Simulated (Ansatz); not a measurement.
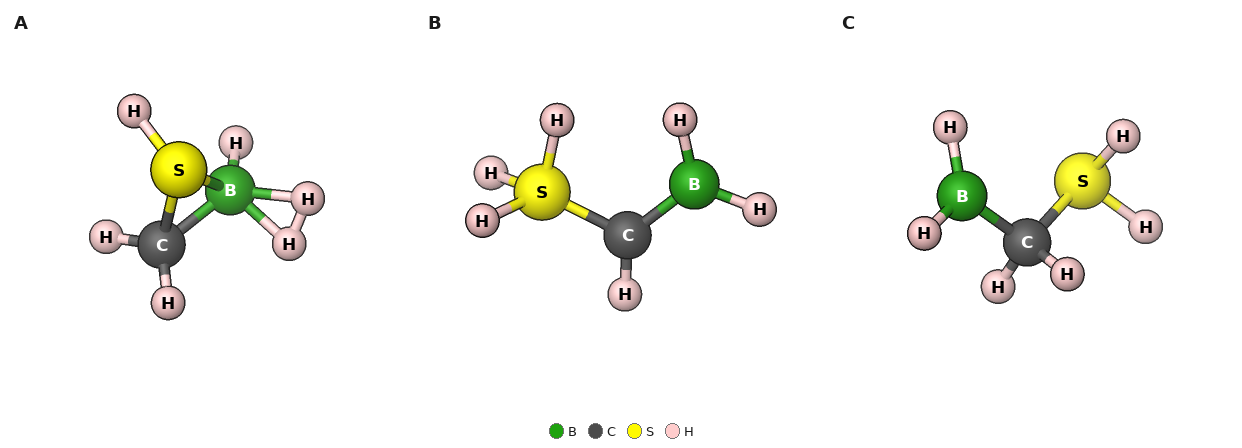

3 stationary structures of one formula. Charge +1, singlet. Geometries: PBE-D4/def2-SVP. Electronic energies: PBE-D4/def2-SVP (Ansatz 0.2.0), without zero-point energy. No frequency run is at hand to confirm each as a minimum. Each is one conformer, not always the lowest.

**Rank them by energy, lowest first.**

C is lowest; A lies 0.109 eV above it, B lies 3.036 eV above it.
